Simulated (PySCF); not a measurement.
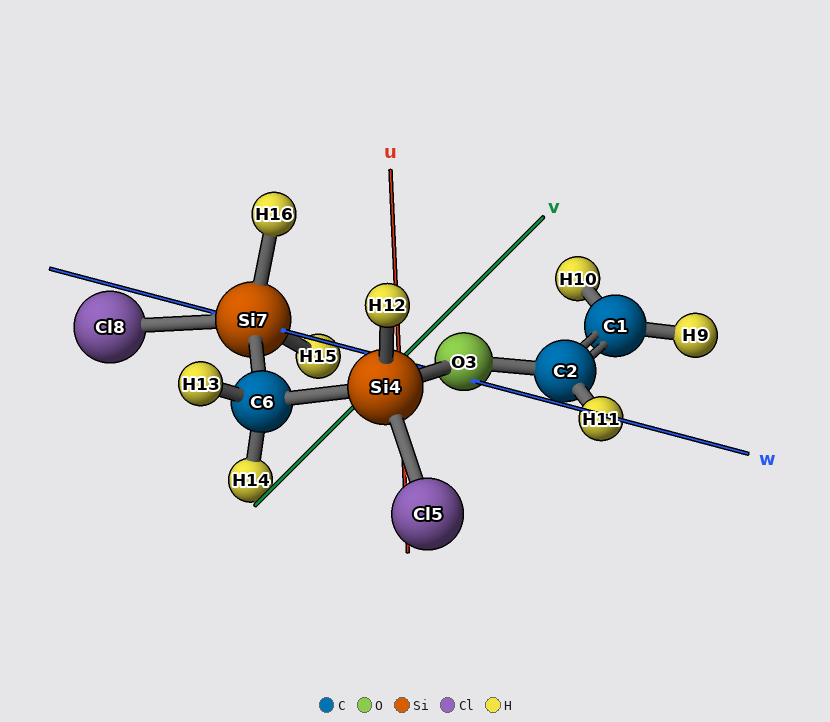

The lines u, v and w are the principal axes of the static dipole polarisability. The geometry was computed by an optimisation with GFN2-xTB. No frequency run is at hand to confirm it as a minimum. Method: PBE0/def2-SVPD (PySCF 2.14.0).

> Along which axis is the molecule most polarisable, and along which least?

Most along w, least along u.

> Give the three principal values.

u 91.7, v 125.6, w 135.7 bohr³; mean 117.7, anisotropy 39.9 bohr³.

The geometry is semi-empirical. Around Si such bond lengths and angles can be off by a tenth of an ångström or more and by several degrees, and values that hang on the shape move with them.
